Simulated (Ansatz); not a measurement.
```tsv
atom	x (Å)	y (Å)	z (Å)
Ge	0.1822	0.0000	0.2112
H	0.1951	0.0000	1.7431
F	1.8446	0.0000	-0.3010
H	-0.4529	1.2712	-0.3611
H	-0.4529	-1.2712	-0.3611
```

Level of theory: RKS CAM-B3LYP/def2-SVP (Ansatz).

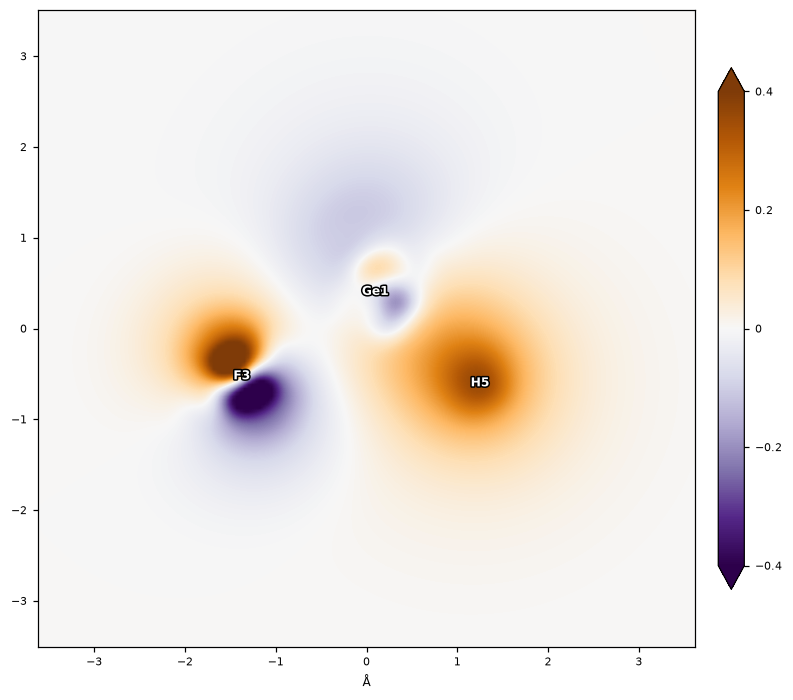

FGeH3. The HOMO on the plane of atoms F3, Ge1 and H5 (values in Å⁻³ᐟ²; the overall sign is arbitrary).

### Describe this orbital and give its energy.

By Hirshfeld shares it lies mainly on Ge1 (about 30 %), H2 (about 30 %), F3 (about 30 %), H4 (about 5 %) and H5 (about 5 %). It is one of a degenerate set, so its orientation is arbitrary. Its energy is −10.95 eV.
